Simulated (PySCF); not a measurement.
## NMR shielding calculation of C$_{4}$H$_{8}$F$_{2}$

System: C$_{4}$H$_{8}$F$_{2}$.
Method: GIAO PBE0/pcSseg-1 NMR shielding, non-relativistic, gas phase (PySCF 2.14.0).

The geometry comes from this level: GFN2-xTB, NEB image 8 of 0 to 8. It belongs to a series of runs on one base structure; here: NEB image 8 of 0 to 8. Figures and captions count atoms from 1; the log counts them from 0 in places.

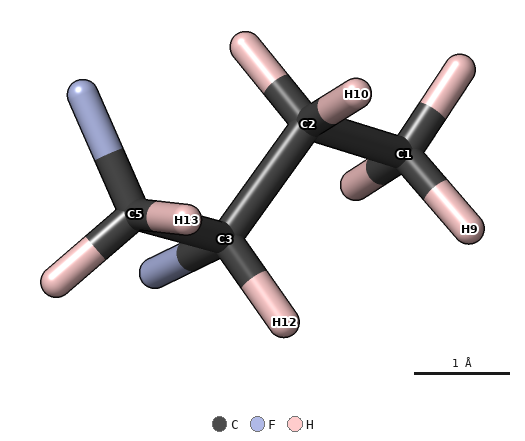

Fig. 1: The structure (stick view, seen at a tilt; atoms are numbered from 1 in the order of the input). Bond lengths as drawn: C–C 1.52 to 1.53 Å, C–F 1.37 to 1.38 Å and C–H 1.09 to 1.10 Å.

Input file:
```
{"job": {"kind": "nmr", "xc": "PBE0", "basis": "pcSseg-1", "pop": false}, "charge": 0, "multiplicity": 1}
C     -1.948300    -0.109000     0.286200
C     -0.534600    -0.106100     0.853300
C      0.514200     0.101800    -0.234900
F      0.471100    -0.953100    -1.127400
C      1.933200     0.220300     0.322400
F      2.152400    -0.673200     1.337600
H     -2.052300    -0.896400    -0.455900
H     -2.668900    -0.283700     1.080600
H     -2.177200     0.844300    -0.185200
H     -0.420900     0.691900     1.588800
H     -0.331200    -1.058700     1.344700
H      0.296900     0.997500    -0.832700
H      2.096000     1.218900     0.738900
H      2.668800     0.005000    -0.458800
```

The first line tells a small driver script what to run in PySCF; the rest is the geometry in Å.

Run as:
```bash
OMP_NUM_THREADS=1 python <driver script> task.json out
```

What the program printed:
```
coarse grid: 11480 points
cycle   1  E = -356.3807290061  dE =  5.003e-01  |g| = 6.527e-01  |ddm| = 3.014e+00
cycle   2  E = -356.3186525337  dE =  6.208e-02  |g| = 9.329e-01  |ddm| = 1.021e+00
cycle   3  E = -356.4544046779  dE = -1.358e-01  |g| = 6.493e-02  |ddm| = 6.147e-01
cycle   4  E = -356.4550906664  dE = -6.860e-04  |g| = 3.036e-02  |ddm| = 6.120e-02
cycle   5  E = -356.4553027370  dE = -2.121e-04  |g| = 4.869e-03  |ddm| = 2.505e-02
cycle   6  E = -356.4553072846  dE = -4.548e-06  |g| = 1.678e-03  |ddm| = 4.228e-03
final grid: 111016 points
cycle   7  E = -356.5047890875  dE = -4.308e-05  |g| = 8.772e-03  |ddm| = 2.335e-02
cycle   8  E = -356.5047789551  dE =  1.013e-05  |g| = 1.172e-02  |ddm| = 1.422e-02
cycle   9  E = -356.5048063745  dE = -2.742e-05  |g| = 1.122e-03  |ddm| = 7.636e-03
cycle  10  E = -356.5048065815  dE = -2.070e-07  |g| = 2.348e-04  |ddm| = 9.088e-04
cycle  11  E = -356.5048065904  dE = -8.961e-09  |g| = 5.180e-05  |ddm| = 1.652e-04
cycle  12  E = -356.5048065910  dE = -5.659e-10  |g| = 1.771e-05  |ddm| = 5.018e-05
```

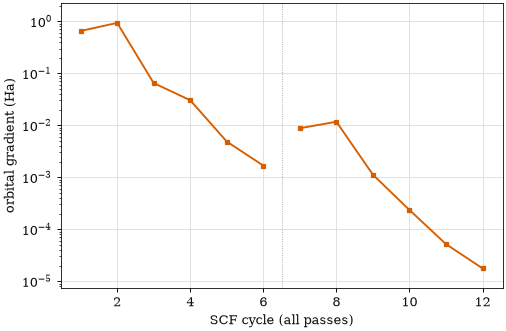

Fig. 2: Convergence of the self-consistent field: orbital gradient against the SCF cycle. The dotted line marks the change from a coarse to the final integration grid. The first 6 cycles use a coarse grid, the final grid takes over at cycle 7, and the field converges after 12 cycles in all.

```
converged SCF energy = -356.5048065910

GIAO shielding tensors (ppm)
atom      isotropic    diamagn.    paramagn.     s11        s22        s33       span
  0 C      174.091     246.098     -72.007    161.243    173.613    187.418     26.175
  1 C      159.635     248.775     -89.139    148.670    159.150    171.087     22.417
  2 C       88.133     244.009    -155.875     61.328     82.067    121.005     59.677
  3 F      388.632     475.602     -86.970    369.664    380.415    415.816     46.152
  4 C       96.747     241.223    -144.476     68.902     85.289    136.050     67.148
  5 F      436.147     472.764     -36.618    403.070    434.490    470.880     67.810
  6 H       30.170      29.576       0.594     25.341     29.359     35.810     10.468
  7 H       30.461      28.169       2.292     25.750     27.926     37.707     11.957
  8 H       30.860      29.657       1.203     26.746     28.456     37.379     10.632
  9 H       30.379      31.176      -0.797     25.013     30.080     36.044     11.031
 10 H       29.451      30.813      -1.362     24.502     29.721     34.129      9.626
 11 H       27.363      31.393      -4.029     24.965     26.591     30.535      5.570
 12 H       27.122      28.353      -1.231     23.037     27.075     31.255      8.217
 13 H       26.463      27.628      -1.165     22.366     26.449     30.574      8.208
```

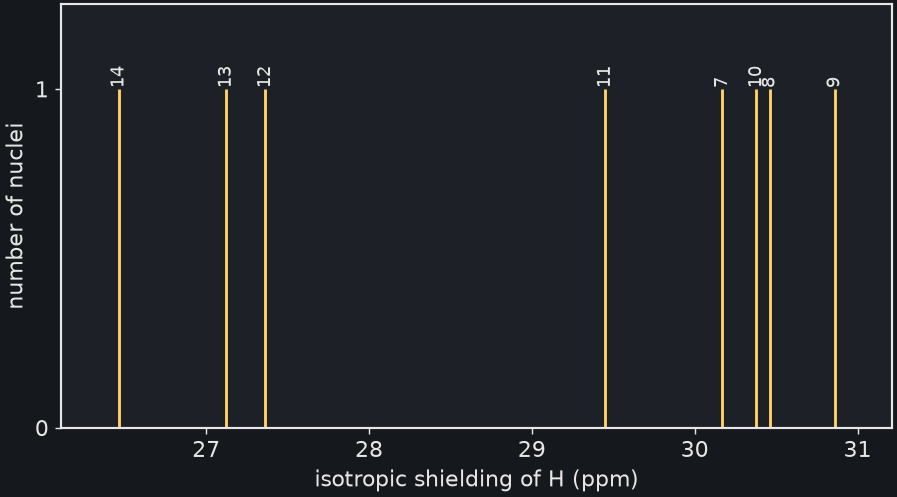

Fig. 3: Isotropic shieldings of the hydrogen nuclei in this fixed geometry, labelled by atom number; shielding grows to the right, so chemical shift grows to the left. The least shielded is H14 (26.5 ppm), the most shielded H9 (30.9 ppm).

Key numbers:

| quantity | value |
| --- | --- |
| outcome | converged |
| total energy | −356.504807 hartree |
| HOMO | −9.07 eV |
| LUMO | 1.34 eV |
| dipole moment | 2.33 D |
| isotropic shielding, C | 88.1 to 174.1 ppm |
| isotropic shielding, F | 388.6 to 436.1 ppm |
| isotropic shielding, H | 26.5 to 30.9 ppm |
| hardware | 1 CPU thread, shared host |
| wall time | 30 s |
| peak memory | 0.72 GiB |
